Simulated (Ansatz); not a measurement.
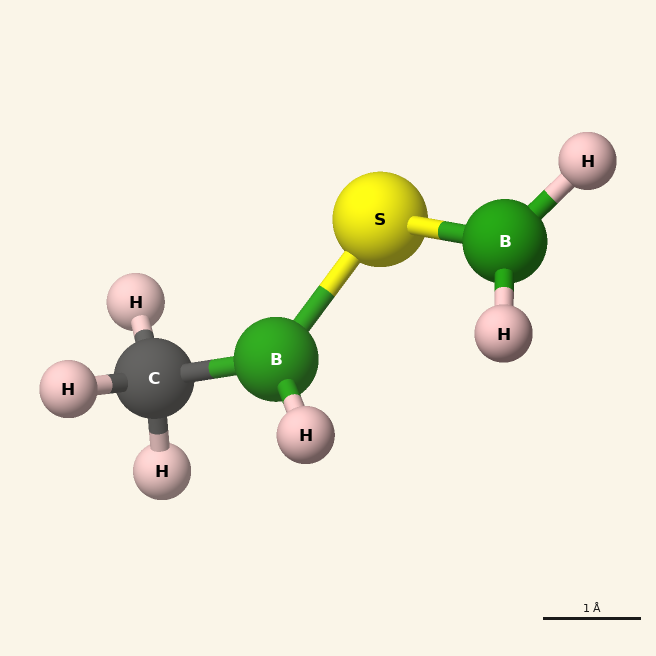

Rendered structure (ball-and-stick style). Every bond is drawn as one stick, whatever its order.

The geometry was computed by an optimisation with PBE0-D4/def2-TZVP.

**Give the formula.**

CH₆B₂S, 10 atoms: 1 carbon, 6 hydrogen, 2 boron and 1 sulfur.

**Count the bonded pairs by element.**

3 B–H, 3 C–H, 2 B–S, 1 C–B.

**Describe its rings.**

It has no ring.

**Give a SMILES string for it.**

BSBC

**Name some functional groups or characteristic bonds that it holds.**

Among them: B–H bond.

More results for the same structure follow; atom numbers are the same in all pictures, views and colours differ.

### Geometry

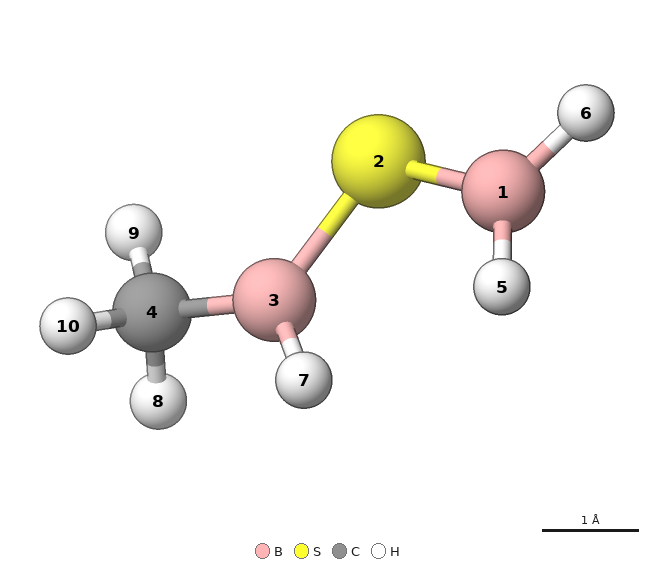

Give the bond lengths.

| bond | length (Å) | order |
| --- | --- | --- |
| B1–S2 | 1.789 | single |
| B1–H5 | 1.191 | single |
| B1–H6 | 1.192 | single |
| S2–B3 | 1.815 | single |
| B3–C4 | 1.552 | single |
| B3–H7 | 1.195 | single |
| C4–H8 | 1.097 | single |
| C4–H9 | 1.091 | single |
| C4–H10 | 1.097 | single |

### Dipole moment

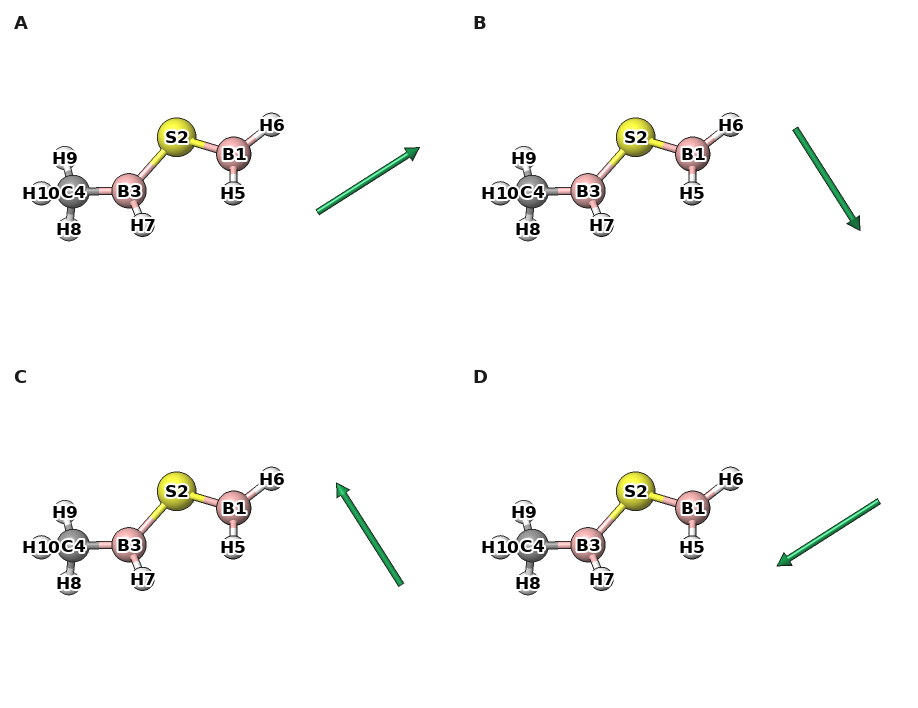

The same molecule four times, each with an arrow. Properties computed with RKS ωB97M-V/def2-TZVPP (Ansatz 0.2.0).

**Which arrow points along the dipole moment, from the negative to the positive end?**

D. The dipole moment is 1.05 D; it points from the side of H6 to the side of H8, H10 (the outermost atoms at the two ends).

### Levels of theory compared

Program: Ansatz 0.2.0.

Compare HOMO–LUMO gap (eV), HOMO energy (eV) at these levels: BHLYP-D4/def2-TZVPP; HSE06 (plane-wave form)-D4/def2-TZVPP; PBE-D4/def2-TZVPP; PBE0-D4/def2-QZVPP; PBE0-D4/def2-SVP; PBE0-D4/def2-TZVPP; ωB97M-V/def2-QZVPP; ωB97M-V/def2-TZVPP; ωB97X-V/def2-TZVPP.

| level | HOMO–LUMO gap (eV) | HOMO energy (eV) |
| --- | --- | --- |
| BHLYP-D4/def2-TZVPP | 8.74 | −9.55 |
| HSE06 (plane-wave form)-D4/def2-TZVPP | 5.73 | −8.03 |
| PBE-D4/def2-TZVPP | 4.27 | −7.17 |
| PBE0-D4/def2-QZVPP | 6.51 | −8.44 |
| PBE0-D4/def2-SVP | 6.53 | −8.37 |
| PBE0-D4/def2-TZVPP | 6.51 | −8.43 |
| ωB97M-V/def2-QZVPP | 10.67 | −10.64 |
| ωB97M-V/def2-TZVPP | 10.70 | −10.63 |
| ωB97X-V/def2-TZVPP | 11.07 | −10.79 |

### Charges

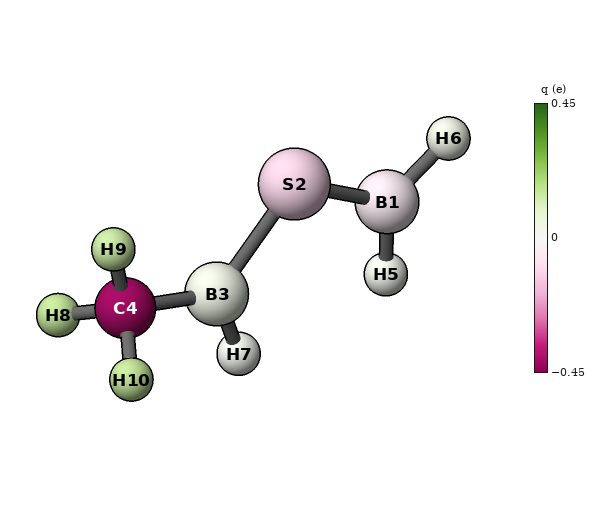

Atoms are coloured by their Mulliken charges. Properties computed with RKS PBE0-D4/def2-TZVP (Ansatz 0.2.0).

**Which atom carries the highest charge (most positive or least negative)?**

H8, H10 (0.15 e).

**And the lowest?**

C4 (−0.41 e).

Give the Mulliken charges atom by atom.

| atom | value (e) |
| --- | --- |
| B1 | −0.04 |
| S2 | −0.10 |
| B3 | 0.03 |
| C4 | −0.41 |
| H5 | 0.03 |
| H6 | 0.04 |
| H7 | 0.02 |
| H8 | 0.15 |
| H9 | 0.14 |
| H10 | 0.15 |

### Vibrations

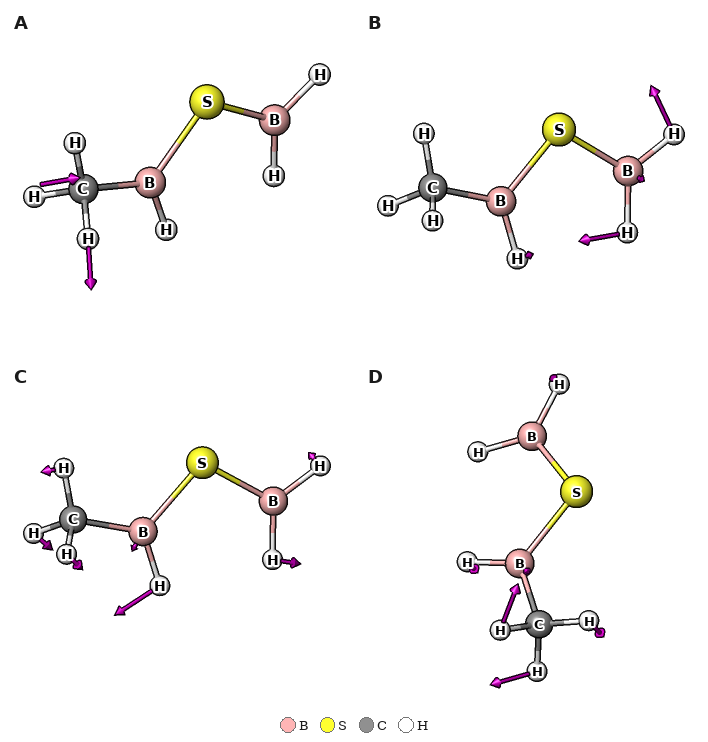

4 normal modes of one molecule or complex, as arrows. Harmonic vibrations computed with RKS PBE0-D4/def2-TZVP (Ansatz 0.2.0) at a stationary point of the same level.

**Match the panels to the wavenumbers 78 cm⁻¹, 882 cm⁻¹, 1198 cm⁻¹, 3085 cm⁻¹.**

A: 3085 cm⁻¹, out-of-phase stretching of 2 C–H bonds
B: 1198 cm⁻¹, angle bending
C: 882 cm⁻¹
D: 78 cm⁻¹, a torsion or out-of-plane motion in which bond lengths and bond angles hardly change

Mulliken values depend strongly on the basis set and can even reverse the polarity of a bond.
